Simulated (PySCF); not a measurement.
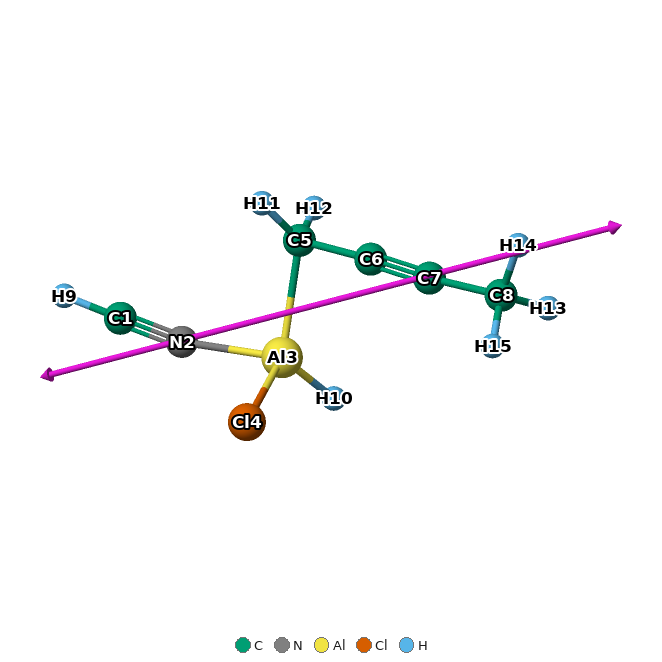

The double arrow shows the direction of the transition dipole to excited singlet state 2 (its length means nothing). The computed structure is the end point of a GFN2-xTB optimisation. No frequency run is at hand to confirm it as a minimum. Method: TDDFT PBE0/def2-SVPD, vertical, gas phase, core orbitals frozen in the response (PySCF 2.14.0).

**How is the transition polarised?**

Close to the long direction C1···C8.

**Give its energy, strength and character.**

3.75 eV (331 nm), oscillator strength 0.15, mainly HOMO → LUMO+1 (weight 0.90); transition dipole 3.26 D.

The geometry is semi-empirical. Around Al such bond lengths and angles can be off by a tenth of an ångström or more and by several degrees, and values that hang on the shape move with them.
